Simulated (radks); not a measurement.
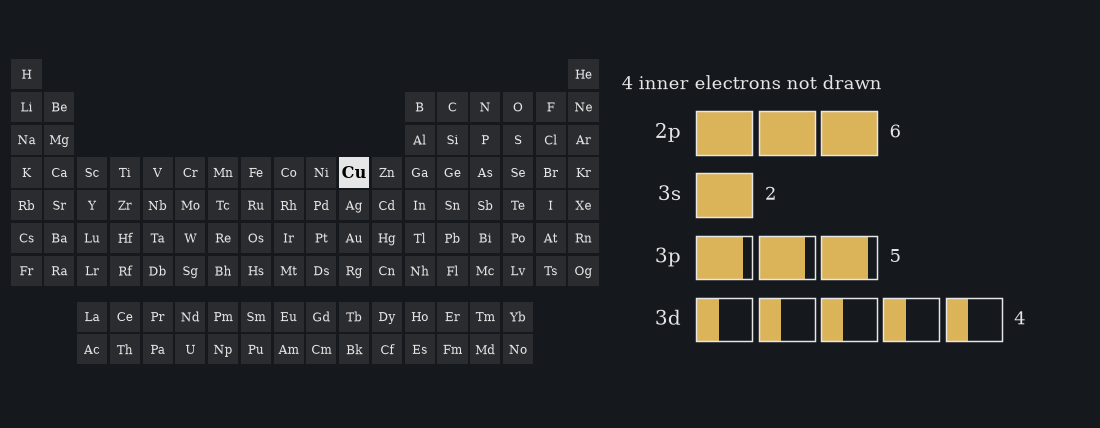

*Left, the place of copper in the periodic table; right, the outer shells as the input fills them: a box for each of the 2l + 1 orbitals, shaded by the share of the shell that is filled, with the electron count at the right.*

# Run report: Cu⁸⁺, atomic calculation

- system: the copper ion Cu⁸⁺ in the configuration [Ne] 3s2 3p5 3d4 (high spin).
- method: scalar-relativistic Kohn-Sham, r2SCAN, spin-polarised, spherical densities, finite nucleus (the in-house radial solver radks)

### The input
```
Z 29
configuration [Ne] 3s2 3p5 3d4
relativity scalar-relativistic
functional r2scan,r2scan
spin polarised
nucleus finite rms 3.8823 fm
c 137.035999084
```

Energies in input and log are in hartree, lengths in bohr (the nuclear radius in fm).

### Output
```
1s      1   1.0000        -333.72477002
2s      1   1.0000         -46.96143947
2p      1   3.0000         -41.49473953
3s      1   1.0000         -11.19600680
3p      1   3.0000          -9.50803271
3d      1   4.0000          -6.81209849
1s      2   1.0000        -333.68870974
2s      2   1.0000         -46.75900313
2p      2   3.0000         -41.31880262
3s      2   1.0000         -10.75383102
3p      2   2.0000          -9.06381397
3d      2   0.0000          -6.35493645
Etot -1630.1147779802777
Ekin 1655.1459727504707
Encl -3771.6077555099264
Eh 548.1299642048673
Exc -61.78295942568942
err 1.4693937730284108e-06
it 12
```

### Slater integrals of the outer shells (hartree)

```
 integral   value
F0(3d,3d)  1.3608
F2(3d,3d)  0.6743
F4(3d,3d)  0.4294
F0(3d,3p)  1.3423
F2(3d,3p)  0.6583
G1(3d,3p)  0.7832
G3(3d,3p)  0.4954
F0(3d,3s)  1.3519
G2(3d,3s)  0.6041
F0(3d,2p)  1.7977
F2(3d,2p)  0.4181
G1(3d,2p)  0.3372
G3(3d,2p)  0.1921
F0(3p,3p)  1.3390
F2(3p,3p)  0.6786
F0(3p,3s)  1.3471
G1(3p,3s)  0.8949
F0(3p,2p)  1.7985
F2(3p,2p)  0.3880
G0(3p,2p)  0.1535
```

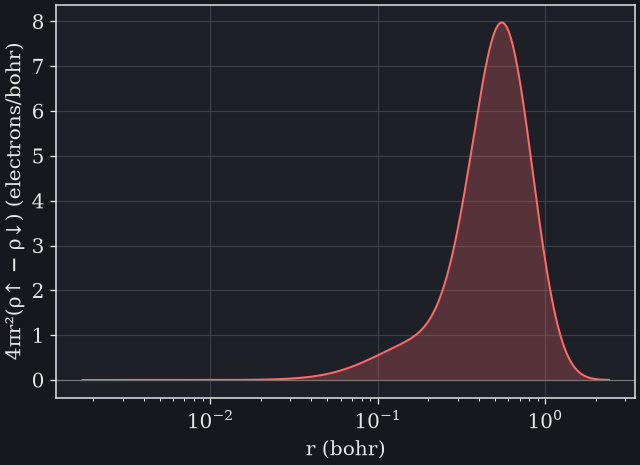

*The radial spin density.*

The curve integrates to 5 unpaired electrons, held by 3p (+1) and 3d (+4). Its largest value, 7.98 electrons/bohr, lies near r = 0.55 bohr. Regions of the opposite sign are negligible.

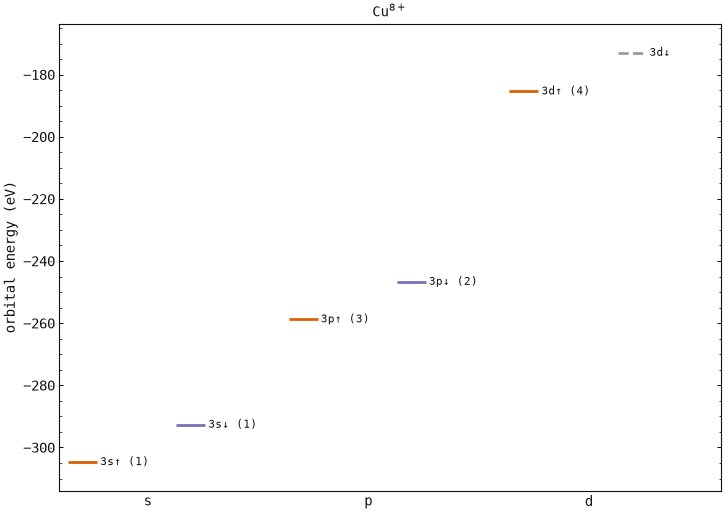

*The outer levels are drawn (occupations in brackets, up spins at the left of each column and down spins at the right, empty levels dashed).*

The highest occupied level is 3d up at −185.4 eV. From the top down the occupied levels run 3d up (−185.4 eV), 3p down (−246.6 eV), 3p up (−258.7 eV), 3s down (−292.6 eV), 3s up (−304.7 eV). The lowest empty level drawn is 3d down at −172.9 eV. The largest exchange splitting (down less up) among the shells drawn in both spins is that of 3d, 12.4 eV.

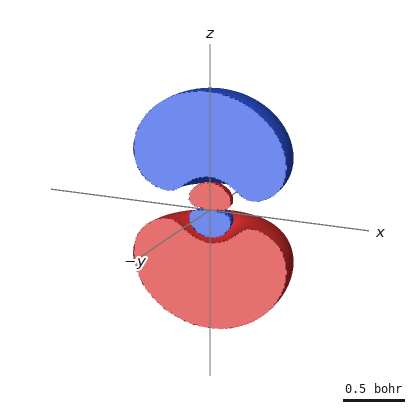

*The 3p(z) orbital of down spin. The radial function comes from the spherical calculation and is multiplied by a real spherical harmonic; the overall sign is chosen so that the largest lobe of P(r) is positive; at the scalar-relativistic level it is the large component. The surface of constant |ψ| that holds about 80 % of the electron is drawn, blue where ψ is positive and red where it is negative, with the half in front of the xz plane cut away and the cut face painted.*

It has the nodal plane xy and 1 radial node, at r = 0.258 bohr. The outermost maximum of P² lies at 0.596 bohr, ⟨r⟩ = 0.681 bohr, 90 % of the charge lies within 1.03 bohr, and the eigenvalue is −246.6 eV, with 2 electrons in the shell for this spin.

### Results in brief

- outcome: converged
- total energy: −1630.1148 hartree
- kinetic energy: 1655.1460 hartree
- electron–nucleus energy: −3771.6078 hartree
- Hartree energy: 548.129964 hartree
- exchange–correlation energy: −61.782959 hartree
- radius at density 0.001 e/bohr³: 1.91 bohr
- SCF iterations: 12
- hardware: 1 CPU thread, shared host
